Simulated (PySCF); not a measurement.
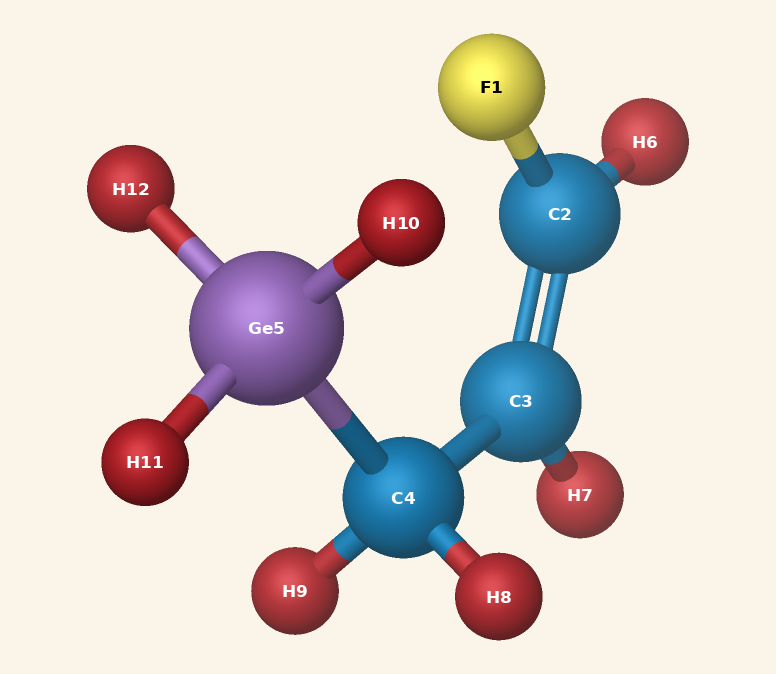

The computed structure is the end point of a GFN2-xTB optimisation. No frequency run is at hand to confirm it as a minimum. Properties computed with B3LYP/pcJ-1 (pcSseg-1 on Ge) indirect spin-spin coupling, non-relativistic, gas phase (PySCF 2.14.0). Isotopes: 13C, 19F, 1H.

Give the spin–spin coupling constants of these pairs, with the number of bonds between them: F1/C2, F1/H6, F1/C3, F1/H7, F1/C4.

```tsv
pair	bonds apart	J (Hz)
F1, C2	1	−316.3
F1, H6	2	93.2
F1, C3	2	1.1
F1, H7	3	35.6
F1, C4	3	5.2
```

Density functionals are unreliable for couplings to fluorine, so those rows may be far off.

The geometry is semi-empirical. Around Ge such bond lengths and angles can be off by a tenth of an ångström or more and by several degrees, and values that hang on the shape move with them.
